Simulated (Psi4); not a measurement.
**SiHSF2 (SMILES F[SiH](F)[S]) at 3 levels**

Wanted: a comparison of 3 runs (UHF/3-21G, UBLYP/cc-pVDZ, U-wB97X/def2-TZVP) of SiHSF2. 

The calculation is run with Psi4 1.11.

3 further runs of the same task are left out: 3 for a known fault of the program.

**1. The molecule**

The species is SiHSF2 (5 atoms), meant as a doublet with charge 0. As SMILES, `F[SiH](F)[S]`. The coordinates come from a PBE0-D4/def2-TZVP relaxation.

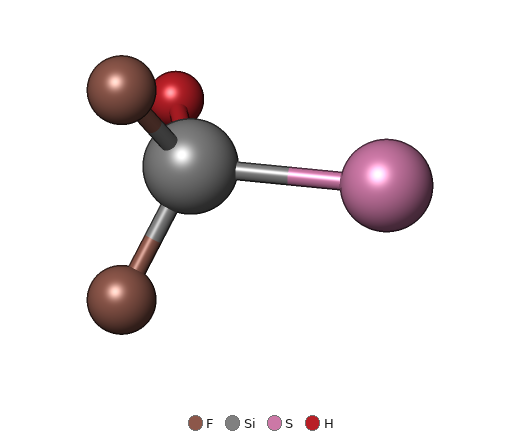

Viewed from a chosen angle; fluorine brown, silicon grey, sulfur pink, hydrogen red.

**2. Energy and gradient at UHF/3-21G (run 1)**

input.json

```json
{
 "schema_name": "qcschema_input",
 "schema_version": 1,
 "molecule": {
  "schema_name": "qcschema_molecule",
  "schema_version": 2,
  "symbols": ["F", "Si", "F", "S", "H"],
  "geometry": [-0.55690229, -0.83185744, 2.86369097, 0.16516206, 0.01889726, 0.08843918, 0.15231193, 3.00938885, 0.1428633, -2.37387396, -1.42258583, -2.60838897, 2.70759959, -0.91330464, -0.56483914],
  "molecular_charge": 0,
  "molecular_multiplicity": 2,
  "fix_symmetry": "c1"
 },
 "driver": "gradient",
 "model": {
  "method": "scf",
  "basis": "3-21G"
 },
 "keywords": {
  "reference": "uhf",
  "puream": true,
  "e_convergence": 1e-09,
  "d_convergence": 1e-08,
  "scf_type": "pk",
  "maxiter": 200
 }
}
```

Run with:

```console
$ psi4 --qcschema input.json -n 1 --memory 1600MB
```

stdout:

```text
[...]
  Running in c1 symmetry.
[...]
  Nuclear repulsion =  219.048892468230804
[...]
  Multiplicity = 2
[...]
  Nalpha       = 25
  Nbeta        = 24
[...]
    Number of basis functions: 46
[...]
   @UHF iter   1:  -881.38081620720982   -8.06920e-01   8.75011e-03 DIIS/ADIIS
[...]
   @UHF iter  15:  -881.46985524681168   -1.81899e-12   8.90794e-09 DIIS
[...]
   @S^2 Observed:                7.524047695E-01
[...]
  @UHF Final Energy:  -881.46985524681168
   => Energetics <=
    Nuclear Repulsion Energy =            219.0488924682308038
    One-Electron Energy =               -1660.1402310419787227
    Two-Electron Energy =                 559.6214833269361861
    Total Energy =                       -881.4698552468116759
  UHF NO Occupations:
  HONO-2 :   23  A 1.9997661
  HONO-1 :   24  A 1.9991925
[...]
  -Total Gradient:
     Atom            X                  Y                   Z
    ------   -----------------  -----------------  -----------------
       1        0.008277967523     0.006301041364    -0.027593837271
       2       -0.036182093429     0.012249598615     0.007738156206
       3        0.001696129839    -0.029432759980    -0.002344130579
       4        0.020320041951     0.011855893492     0.022036278802
       5        0.005887954122    -0.000973773488     0.000163532843
[...]
```

The result, in JSON:

```text
{
 "driver": "gradient",
 "model": {
  "method": "scf",
  "basis": "3-21G"
 },
 "success": true,
 "return_result": [0.00827796752299357, 0.006301041364496204, -0.02759383727090861, -0.03618209342948163, 0.012249598615116132, 0.007738156205650076, 0.0016961298390731133, -0.029432759979741735, -0.0023441305785895424, 0.020320041951406714, 0.011855893491831623, 0.022036278802022802, 0.005887954122249961, -0.0009737734878021709, 0.00016353284293246784],
 "properties": {
  "calcinfo_nbasis": 46,
  "calcinfo_nmo": 46,
  "calcinfo_nalpha": 25,
  "calcinfo_nbeta": 24,
  "calcinfo_natom": 5,
  "nuclear_repulsion_energy": 219.0488924682308,
  "return_energy": -881.4698552468117,
  "return_gradient": [0.00827796752299357, 0.006301041364496204, -0.02759383727090861, -0.03618209342948163, 0.012249598615116132, 0.007738156205650076, 0.0016961298390731133, -0.029432759979741735, -0.0023441305785895424, 0.020320041951406714, 0.011855893491831623, 0.022036278802022802, 0.005887954122249961, -0.0009737734878021709, 0.00016353284293246784],
  "scf_one_electron_energy": -1660.1402310419787,
  "scf_two_electron_energy": 559.6214833269362,
  "scf_dipole_moment": [0.5660135899436258, -0.24041048136290777, -0.19214389244630525],
  "scf_total_energy": -881.4698552468117,
  "scf_total_gradient": [0.00827796752299357, 0.006301041364496204, -0.02759383727090861, -0.03618209342948163, 0.012249598615116132, 0.007738156205650076, 0.0016961298390731133, -0.029432759979741735, -0.0023441305785895424, 0.020320041951406714, 0.011855893491831623, 0.022036278802022802, 0.005887954122249961, -0.0009737734878021709, 0.00016353284293246784],
  "scf_iterations": 15
 }
}
```

Wall time 2.8 s (1 thread of Intel Xeon Platinum 8259CL at 2.50GHz (Skylake/Cascade Lake), shared host); peak memory 0.19 GiB.

**3. Energy and forces at UBLYP/cc-pVDZ (run 2)**

job.in

```
memory 1600 mb

molecule {
  0 2
  F     -0.294700    -0.440200     1.515400
  Si     0.087400     0.010000     0.046800
  F      0.080600     1.592500     0.075600
  S     -1.256200    -0.752800    -1.380300
  H      1.432800    -0.483300    -0.298900
  units angstrom
  symmetry c1
  no_reorient
  no_com
}

set basis cc-pVDZ
set reference uks
set puream true
set e_convergence 1e-09
set d_convergence 1e-08
set scf_type pk
set dft_radial_points 99
set dft_spherical_points 590
set maxiter 200

result, w = gradient('blyp', return_wfn=True)
```

Run with:

```console
$ psi4 job.in job.out -n 1
```

job.out:

```text
[...]
  Running in c1 symmetry.
[...]
  Nuclear repulsion =  219.048892368938851
[...]
  Multiplicity = 2
[...]
  Nalpha       = 25
  Nbeta        = 24
[...]
    Number of basis functions: 69
[...]
   @UKS iter   1:  -887.92784591391433   -1.98412e-01   8.10787e-03 DIIS/ADIIS
[...]
   @UKS iter  14:  -888.04147212284420    3.41061e-13   2.90653e-09 DIIS
[...]
   @S^2 Observed:                7.520404876E-01
[...]
  @UKS Final Energy:  -888.04147212284420
   => Energetics <=
    Nuclear Repulsion Energy =            219.0488923689388514
    One-Electron Energy =               -1666.4397774878589189
    Two-Electron Energy =                 627.3444821015967818
    DFT Exchange-Correlation Energy =     -67.9950691055209120
    Empirical Dispersion Energy =           0.0000000000000000
    VV10 Nonlocal Energy =                  0.0000000000000000
    Total Energy =                       -888.0414721228441977
[...]
  -Total Gradient:
     Atom            X                  Y                   Z
    ------   -----------------  -----------------  -----------------
       1        0.011465971362     0.014983974332    -0.047371079893
       2       -0.012990568818     0.026490209722     0.033906853596
       3       -0.000713068208    -0.051055091209    -0.000648762549
       4        0.009920492647     0.006574630072     0.011869114807
       5       -0.007579314963     0.003006853106     0.002271636386
[...]
```

It took 48 s on 1 thread of Intel Xeon Platinum 8259CL at 2.50GHz (Skylake/Cascade Lake), shared host; peak memory 0.82 GiB.

**4. A single-point energy at U-wB97X/def2-TZVP (run 3)**

job.in: that of step 3 with these lines changed.

```diff
@@ -15,3 +15,2 @@
 
-set basis cc-pVDZ
 set reference uks
@@ -25,2 +24,4 @@
 
-result, w = gradient('blyp', return_wfn=True)
+e_tot, wfn = energy('wb97x/def2-TZVP', return_wfn=True)
+oeprop(wfn, 'MAYER_INDICES', 'QUADRUPOLE', 'WIBERG_LOWDIN_INDICES', title='WB97X')
+print_variables()
```

Run with:

```console
$ psi4 -i job.in -o job.out -n 1
```

job.out:

```text
[...]
  Running in c1 symmetry.
[...]
  Nuclear repulsion =  219.048892368938851
[...]
  Multiplicity = 2
[...]
  Nalpha       = 25
  Nbeta        = 24
[...]
    Number of basis functions: 142
[...]
   @UKS iter   1:  -888.04831831958575   -6.34138e-01   4.33051e-03 DIIS/ADIIS
[...]
   @UKS iter  15:  -888.15322480078612   -7.38964e-12   5.83248e-09 DIIS
[...]
   @S^2 Observed:                7.543097084E-01
[...]
  @UKS Final Energy:  -888.15322480078612
   => Energetics <=
    Nuclear Repulsion Energy =            219.0488923689388514
    One-Electron Energy =               -1666.9396162229568290
    Two-Electron Energy =                 610.6890285023150682
    DFT Exchange-Correlation Energy =     -50.9515294490831394
    Empirical Dispersion Energy =           0.0000000000000000
    VV10 Nonlocal Energy =                  0.0000000000000000
    Total Energy =                       -888.1532248007861199
[...]
 Multipole Moments:
 ------------------------------------------------------------------------------------
     Multipole            Electronic (a.u.)      Nuclear  (a.u.)        Total (a.u.)
 ------------------------------------------------------------------------------------
 L = 1.  Multiply by 2.5417464519 to convert [e a0] to [Debye]
 Dipole X            :         36.8293203          -36.6034281            0.2258922
 Dipole Y            :          3.5598739           -3.8123335           -0.2524596
 Dipole Z            :         13.7040878          -14.0019257           -0.2978379
 Magnitude           :                                                    0.4510771
 L = 2.  Multiply by 1.3450342976 to convert [e a0^2] to [Debye ang]
 Quadrupole XX       :       -126.1345518          100.8774876          -25.2570643
 Quadrupole XY       :        -60.6487059           59.8981256           -0.7505803
[...]
```

Wall time 85 s (1 thread of Intel Xeon Platinum 8259CL at 2.50GHz (Skylake/Cascade Lake), shared host); peak memory 1.1 GiB.

**5. All runs side by side**

```
run              level         integration grid      task  energy (Eh)  dipole moment (D)  HOMO energy (eV)  LUMO energy (eV)  wall time
  1          UHF/3-21G                        –  gradient  -881.469855               1.64            -11.21             -1.15      2.8 s
  2      UBLYP/cc-pVDZ  99 radial × 590 angular  gradient  -888.041472               1.02             -6.50             -6.26       48 s
  3  U-wB97X/def2-TZVP  99 radial × 590 angular    energy  -888.153225               1.15            -10.62             -3.20       85 s
```

**6. What came out**

| quantity | value |
| --- | --- |
| run 3: total energy | -888.15322 Eh |
| run 3: dipole moment | 1.15 D |
| run 3: HOMO energy (highest over α and β) | -10.62 eV |
| run 3: LUMO energy (lowest over α and β) | -3.20 eV |
| run 3: ⟨S²⟩ | 0.754 |

What this shows: The dipole moment (its size) runs from 1.02 D (UBLYP/cc-pVDZ) to 1.64 D (UHF/3-21G). The two ends differ in method and basis. Totals of different functionals can't be ranked against each other. All runs together took 2.3 min, the longest 85 s.
